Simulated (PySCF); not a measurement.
Cl4H6P2Sn (cis-Sn(PH3)2Cl4)

Input

```
{"job": {"kind": "uv", "xc": "PBE0", "basis": "def2-SVPD", "ip": true, "nstates": 10}, "charge": 0, "multiplicity": 1}
Sn    -0.919322    -0.004519    -0.913582
P     -0.890802     0.418774     1.867989
H      0.288750     0.280769     2.648443
H     -1.745887    -0.433887     2.608138
H     -1.322310     1.682266     2.342428
Cl    -0.661893    -0.402088    -3.224656
P      1.870682    -0.428250    -0.893358
H      2.344768    -1.690680    -1.329188
H      2.659388    -0.291502     0.280561
H      2.606653     0.423818    -1.752696
Cl    -3.228277     0.403626    -0.642362
Cl    -0.110376     2.249846    -0.857771
Cl    -0.860753    -2.260293    -0.111736
```

Command:

```sh
OMP_NUM_THREADS=1 python probes_run.py task.json out
```

Geometry: PBE0-D3(BJ)/def2-SVP; core potentials replace the inner electrons of Sn.

All numbers below come from PBE0/def2-SVPD, SCF density, gas phase, scalar-relativistic core potentials on the heavy atoms in PySCF.

Predict the electron density and electron localisation function between the atoms.

Answer. Sn–Cl (2.36 Å): ρ is about 0.54 e/Å³ halfway; the ELF peaks at about 0.85 in the valence shell of Cl, 0.8 Å from its nucleus, and drops to about 0.15 between the two atoms.
Sn–P (2.81 Å): ρ at the midpoint is about 0.29 e/Å³; the ELF peaks at about 1 in the valence shell of P, 1.0 Å from its nucleus, and drops to about 0.15 between the two atoms.
P–H (1.42 Å): the density is about 1.1 e/Å³ at the midpoint; the ELF climbs to about 1 towards the hydrogen, as it does in any bond to H.

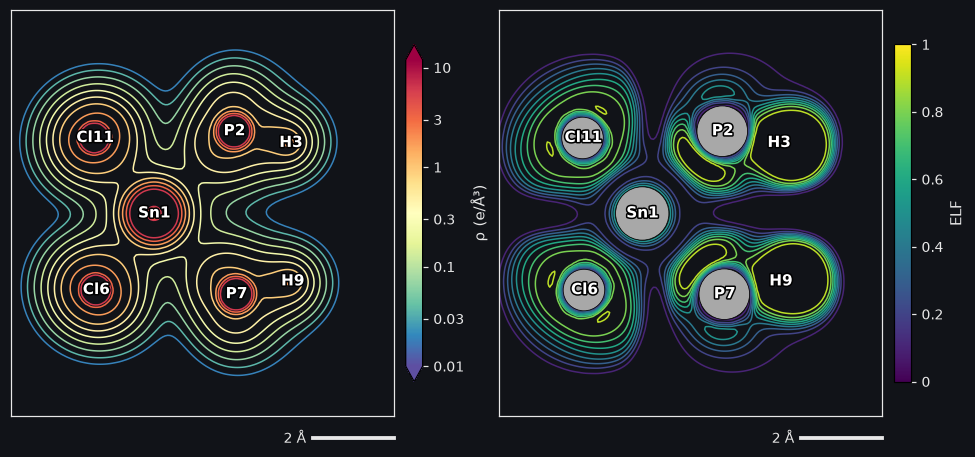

Computed electron density and electron localisation function on the plane of atoms P2, Sn1 and Cl11, in this order. Grey discs cover the atomic cores in the ELF map. 
